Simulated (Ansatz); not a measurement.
# Resistivity from frozen vibrations: Ta(100) with 4 thermally displaced layers, 2x2, part 3 of 3

Aim: the resistivity of Ta at 300 K from frozen thermal displacements between perfect leads. The measured value for the pure metal at this temperature is 13.5 µΩ cm (CRC Handbook of Chemistry and Physics, 84th ed., 2003, Electrical Resistivity of Pure Metals).

Ansatz 0.2.0; Ansatz plane-wave DFT, PBE, PAW files; ballistic transport by layer matching (Landauer), zero bias; PAW set soft_1.

So far, open channels per spin nearest the Fermi level: step 2 (with 4 displaced layers) 10.5.

## 4. With 12 displaced layers

System of this step: Ta(100) with 12 thermally displaced layers, 2x2. The cell holds 88 atoms: 88 Ta. Its edges and angles: a = 6.605 Å, b = 6.605 Å, c = 36.328 Å, α = 90.0°, β = 90.0°, γ = 90.0°. It derives from Ta. Regions: lead, 40 atoms (40 Ta); scattering region, 48 atoms (48 Ta). The structure is stacked along c, and the current runs across the ab planes.

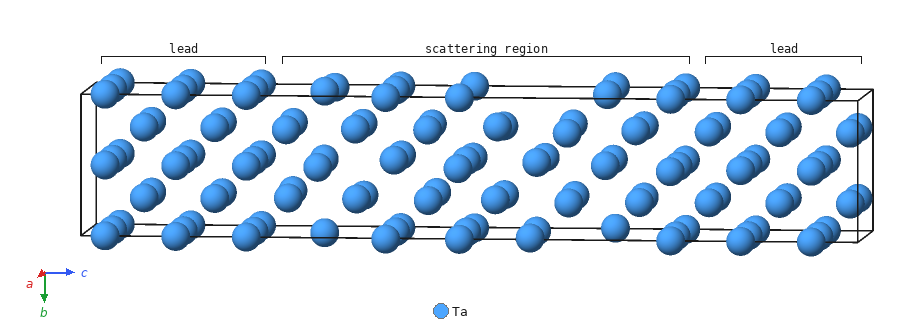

The cell of this step (tantalum blue). Some periodic images of atoms are drawn too.

input.yaml

```yaml
crystal:
  lattice:
    - [6.60512, 0.0, 0.0]
    - [0.0, 6.60512, 0.0]
    - [0.0, 0.0, 36.32816]
  atoms:
    - { symbol: Ta, position: [0.0, 0.0, 0.0227272727] }
    - { symbol: Ta, position: [0.0, 0.5, 0.0227272727] }
    - { symbol: Ta, position: [0.5, 0.0, 0.0227272727] }
    - { symbol: Ta, position: [0.5, 0.5, 0.0227272727] }
    - { symbol: Ta, position: [0.25, 0.25, 0.0681818182] }
    - { symbol: Ta, position: [0.25, 0.75, 0.0681818182] }
    - { symbol: Ta, position: [0.75, 0.25, 0.0681818182] }
    - { symbol: Ta, position: [0.75, 0.75, 0.0681818182] }
    - { symbol: Ta, position: [0.0, 0.0, 0.1136363636] }
    - { symbol: Ta, position: [0.0, 0.5, 0.1136363636] }
    - { symbol: Ta, position: [0.5, 0.0, 0.1136363636] }
    - { symbol: Ta, position: [0.5, 0.5, 0.1136363636] }
    - { symbol: Ta, position: [0.25, 0.25, 0.1590909091] }
    - { symbol: Ta, position: [0.25, 0.75, 0.1590909091] }
    - { symbol: Ta, position: [0.75, 0.25, 0.1590909091] }
    - { symbol: Ta, position: [0.75, 0.75, 0.1590909091] }
    - { symbol: Ta, position: [0.0, 0.0, 0.2045454545] }
    - { symbol: Ta, position: [0.0, 0.5, 0.2045454545] }
    - { symbol: Ta, position: [0.5, 0.0, 0.2045454545] }
    - { symbol: Ta, position: [0.5, 0.5, 0.2045454545] }
    - { symbol: Ta, position: [0.2445886709, 0.2490849804, 0.2504522027] }
    - { symbol: Ta, position: [0.2466501578, 0.7309849243, 0.2498700914] }
    - { symbol: Ta, position: [0.7522274811, 0.2607197428, 0.2510385501] }
    - { symbol: Ta, position: [0.7436385798, 0.7428456679, 0.2536134915] }
    - { symbol: Ta, position: [0.0074791579, 0.0181032786, 0.2992816315] }
    - { symbol: Ta, position: [0.9919134681, 0.503808281, 0.2962779736] }
    - { symbol: Ta, position: [0.5055316128, 0.0053565543, 0.2958176826] }
    - { symbol: Ta, position: [0.5017212197, 0.4851482016, 0.2951572827] }
    - { symbol: Ta, position: [0.242609985, 0.2512463383, 0.3400688062] }
    - { symbol: Ta, position: [0.2561139074, 0.7580963379, 0.3414638798] }
    - { symbol: Ta, position: [0.7531252351, 0.2509187524, 0.3401042984] }
    - { symbol: Ta, position: [0.7483739503, 0.7451006751, 0.3416063902] }
    - { symbol: Ta, position: [0.0001395072, 0.0057459035, 0.3839757595] }
    - { symbol: Ta, position: [0.0087754504, 0.4924609576, 0.3850439678] }
    - { symbol: Ta, position: [0.4980483304, 0.9944310984, 0.3868868532] }
    - { symbol: Ta, position: [0.4943245392, 0.4894285088, 0.3848435404] }
    - { symbol: Ta, position: [0.2629685941, 0.2504374814, 0.4297198699] }
    - { symbol: Ta, position: [0.2500828083, 0.7346198979, 0.4350344314] }
    - { symbol: Ta, position: [0.734930953, 0.2547323387, 0.4327951982] }
    - { symbol: Ta, position: [0.7356670725, 0.7529681507, 0.433610322] }
    - { symbol: Ta, position: [0.004621853, 0.002580074, 0.4789784654] }
    - { symbol: Ta, position: [0.0015904972, 0.5033254714, 0.4770449984] }
    - { symbol: Ta, position: [0.5062452257, 0.9906946768, 0.4786957022] }
    - { symbol: Ta, position: [0.4950052334, 0.4892191916, 0.477929161] }
    - { symbol: Ta, position: [0.2667343997, 0.2595059244, 0.5218005352] }
    - { symbol: Ta, position: [0.2569001277, 0.7455102679, 0.5225043821] }
    - { symbol: Ta, position: [0.7508849645, 0.2270949357, 0.5230716471] }
    - { symbol: Ta, position: [0.7398225966, 0.7431064067, 0.5200774648] }
    - { symbol: Ta, position: [0.9850092394, 0.990676091, 0.5696656004] }
    - { symbol: Ta, position: [0.0164683602, 0.4997508545, 0.5701440096] }
    - { symbol: Ta, position: [0.497390624, 0.9811006749, 0.5684512517] }
    - { symbol: Ta, position: [0.5044051104, 0.4957632433, 0.5687249824] }
    - { symbol: Ta, position: [0.2556595609, 0.2414654538, 0.6109821639] }
    - { symbol: Ta, position: [0.2478129635, 0.7479137247, 0.6130025493] }
    - { symbol: Ta, position: [0.7597586624, 0.2670569702, 0.6128875562] }
    - { symbol: Ta, position: [0.7569083027, 0.7593008451, 0.6149180645] }
    - { symbol: Ta, position: [0.0103541136, 0.9961524305, 0.6604205059] }
    - { symbol: Ta, position: [0.0200114467, 0.5079440129, 0.6579768221] }
    - { symbol: Ta, position: [0.5060070707, 0.0124782817, 0.6597540596] }
    - { symbol: Ta, position: [0.4944309392, 0.5152529268, 0.6568447994] }
    - { symbol: Ta, position: [0.254976218, 0.2498401089, 0.7024001714] }
    - { symbol: Ta, position: [0.2620539245, 0.7534387731, 0.7024484584] }
    - { symbol: Ta, position: [0.7559479192, 0.2457337486, 0.7011257199] }
    - { symbol: Ta, position: [0.7431903624, 0.7526051335, 0.7056879542] }
    - { symbol: Ta, position: [0.0016365635, 0.0004464437, 0.7508446767] }
    - { symbol: Ta, position: [0.9979145593, 0.5116338723, 0.7502671421] }
    - { symbol: Ta, position: [0.5029053336, 0.0053456492, 0.7481000322] }
    - { symbol: Ta, position: [0.4929894875, 0.5151095838, 0.7506026244] }
    - { symbol: Ta, position: [0.25, 0.25, 0.7954545455] }
    - { symbol: Ta, position: [0.25, 0.75, 0.7954545455] }
    - { symbol: Ta, position: [0.75, 0.25, 0.7954545455] }
    - { symbol: Ta, position: [0.75, 0.75, 0.7954545455] }
    - { symbol: Ta, position: [0.0, 0.0, 0.8409090909] }
    - { symbol: Ta, position: [0.0, 0.5, 0.8409090909] }
    - { symbol: Ta, position: [0.5, 0.0, 0.8409090909] }
    - { symbol: Ta, position: [0.5, 0.5, 0.8409090909] }
    - { symbol: Ta, position: [0.25, 0.25, 0.8863636364] }
    - { symbol: Ta, position: [0.25, 0.75, 0.8863636364] }
    - { symbol: Ta, position: [0.75, 0.25, 0.8863636364] }
    - { symbol: Ta, position: [0.75, 0.75, 0.8863636364] }
    - { symbol: Ta, position: [0.0, 0.0, 0.9318181818] }
    - { symbol: Ta, position: [0.0, 0.5, 0.9318181818] }
    - { symbol: Ta, position: [0.5, 0.0, 0.9318181818] }
    - { symbol: Ta, position: [0.5, 0.5, 0.9318181818] }
    - { symbol: Ta, position: [0.25, 0.25, 0.9772727273] }
    - { symbol: Ta, position: [0.25, 0.75, 0.9772727273] }
    - { symbol: Ta, position: [0.75, 0.25, 0.9772727273] }
    - { symbol: Ta, position: [0.75, 0.75, 0.9772727273] }
kpoints:
  mp_grid: { grid: [4, 4, 1] }
hamiltonian:
  xc: pbe
  pseudopotentials: { kind: paw, azcp: { folder: soft_1 } }
scf:
  occupations: { method: fermi_dirac, width: 0.1 }
output:
  transmission: { leads: [[0, 4]], kmesh: [8, 8], e_range: [-0.05, 0.05], de: 0.05 }
  write_potential: true
  write_density: true
  volumetric_format: npy
```

Started as:

```sh
> ansatz run input.yaml --threads 4 --pin off --max-ram 15360MiB --backend cpu --events-out ev --progress --plain --runs-dir out
```

Numbers of over 12 decimals in the logs are rounded to 6 here.

What it wrote:

```text
[...]
Crystal: 88 atoms, lattice volume = 1584.911 Å³
Basis set: ecut = 420 eV, 30897 PW (Γ)
Bands: 687, of which v1, the nominal top of the filled ones, is band 572 counted from 1 (571 counted from 0)
Symmetry: 1 space group operations
[...]
k-points: 10 of 16 (time reversal used)
[...]
SCF iter   1: F=—  HF=-874134.372066 eV  |F-HF|=—  |Δ(HF+E_count)|=         —  Δρ=4.24e-2  dr2=3.91e1  ethr=3.10e-3  ⟨swp⟩=5.9  Hψ=27008  notcnv=0  defer=26
[...]
SCF iter   7: F=-874123.596980 eV  HF=-874123.596980 eV  |F-HF|=1.72e-8  |Δ(HF+E_count)|=   3.34e-8  Δρ=1.49e-6  dr2=3.87e-8  ethr=8.74e-12  ⟨swp⟩=11.4  Hψ=21951  notcnv=0
SCF 1 converged in 7 iterations: F = -874123.596980 eV  dr2 = 3.87e-8
[...]
transmission: 228 of 2278 steps passed
transmission: 456 of 2278 steps passed
[...]
transmission: 2278 of 2278 steps passed
SCF converged after 7 iterations
Free energy (F): -874123.596980 eV
[...]
Internal energy: -874119.907708 eV  (E = F + TS)
E sigma→0 (E₀):  -874121.752344 eV
Entropy (-TS):   -3.689272 eV (-41.924 meV/atom)
Fermi energy:    18.536703 eV
[...]
--- Band table (eV; the first three rows and the last of 10) ---
  k-point 0: bands = [... 568 lower, 19.2079, 19.2101, 19.2195, 19.2281, 19.2318, 19.2393, 19.2457, 19.2521, ... 111 higher]
  k-point 1: bands = [... 568 lower, 18.8466, 18.8600, 18.8690, 18.8775, 18.9005, 18.9068, 18.9265, 18.9373, ... 111 higher]
  k-point 2: bands = [... 568 lower, 18.3434, 18.3519, 18.3682, 18.4175, 18.4374, 18.4609, 18.5458, 18.5857, ... 111 higher]
  k-point 9: bands = [... 568 lower, 17.8607, 17.8650, 17.8689, 17.8841, 17.8916, 17.9036, 17.9131, 17.9145, ... 111 higher]
--- Transmission ---
  basis      : 377 plane waves across, 67 finite elements along
  points     : 34, standing for a mesh of 8 x 8
[...]
channels       : 1.048438e1 a spin
[...]
junction   : crystal 0 to crystal 0, 0.70 to 35.37 Å
    transmission   : 6.464696e0 a spin
[...]
```

It took 29 min on 4 threads of Arm Neoverse V2, shared host; peak memory 8.6 GiB.

This step gave:

```
free energy                                   : -874123.5970 eV
energy at zero smearing                       : -874121.7523 eV
transmission per spin nearest the Fermi level : 6.465
step of the lead's potential                  : 1 meV
```

Per spin. The transmission, zone mean by energy, zero at the Fermi level:

```csv
energy (eV),"transmission, zone mean"
-0.0500,6.55
0.0000,6.46
0.0500,6.25
```

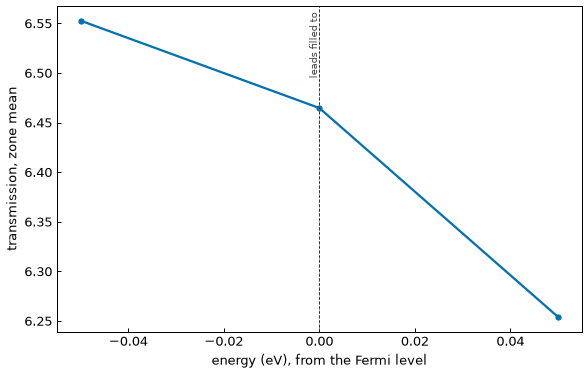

Transmission, zone mean against energy.

Over the solved energies the transmission per spin lies between 6.25 and 6.55, out of 10.2 channels of the lead on average (up to 10.5).

## 5. Resistance against length

This step: Ansatz plane-wave DFT, PBE, PAW files; ballistic transport by layer matching (Landauer), zero bias; resistivity from the slope of the area resistance; PAW set soft_1 (Ansatz 0.2.0).

This step gave:

* resistivity: 15.83 µΩ cm
* intercept: 0.02347 fΩ m²
* scatter about the fit: 0.01695 fΩ m²

Resistance, by row:

```csv
run,length (Å),T,channels N,RA (fΩ m²)
n4,6.605,8.522,10.34,0.1161
n8,13.21,6.97,10.21,0.2566
n12,19.82,6.424,10.21,0.3252
```

Area resistance against length of the displaced region:

```csv
length of the displaced region (Å),area resistance (fΩ m²)
6.61,0.116
13.21,0.257
19.82,0.325
```

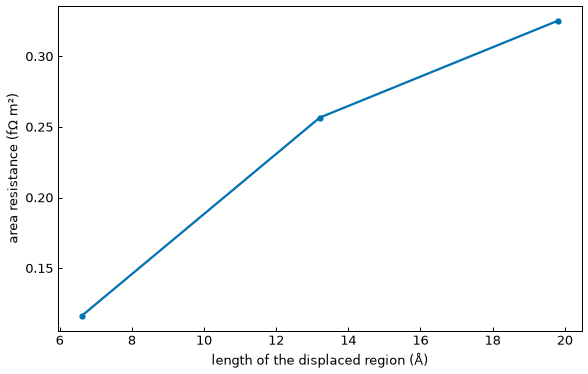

Area resistance, plotted against length of the displaced region.

The area resistance goes from 0.12 to 0.33 fΩ m² between 6.6 and 19.8 Å, a slope of 16 µΩ cm.

By hand from the end points: (0.3252 − 0.1161) fΩ m² / (19.82 − 6.61) Å = 16 µΩ cm, since 1 fΩ m² per Å is 1000 µΩ cm.

## 6. Outcome

```yaml
resistivity_from_the_slope: 15.8 µΩ cm
area_resistance_over_6p61_a: 0.116 fΩ m²
area_resistance_over_13p2_a: 0.257 fΩ m²
area_resistance_over_19p8_a: 0.325 fΩ m²
```

**Reading.** The slope gives 16 µΩ cm. The points scatter by 0.017 fΩ m² about the line, with one random draw a length in a 2x2 cell, so the slope is a rough value. The mean square of the displacements drawn is 0.75, 0.94 and 0.81 of the nominal one at the three lengths; with each resistance scaled back by that, the slope is 19 µΩ cm, the value used below. The lead's own channel count moves between the runs (10.3, 10.2 and 10.2), which shifts RA and the slope too. Read with a model of isotropic scattering on a spherical Fermi surface and the lead's 1.8×10¹⁵ S/m², this slope means a mean free path near 23 Å; over these lengths the model's slope is 1.05 times its bulk resistivity, which would be 18 µΩ cm. Uncorrelated displacements put too much weight on short waves, which scatter strongly; with the sideways repeat of a small cell, one draw and three short lengths, the method is good to a factor of two or three. The measured value is 13.5 µΩ cm (CRC Handbook of Chemistry and Physics, 84th ed., 2003, Electrical Resistivity of Pure Metals); the scaled slope is 1.4 times that and the corrected value 1.3: fair for so small a cell. Spin-orbit coupling is left out, which matters for Ta.

[Logs are printed without paths, hosts, clocks, repeated set-up lines and the standing remarks that a program may print on its own settings, such as how far it seeks lower states.]

[Hosts, paths, dates, database ids (printed as entryN), source tags and the programs' standing remarks are cut or masked in the printed files.]
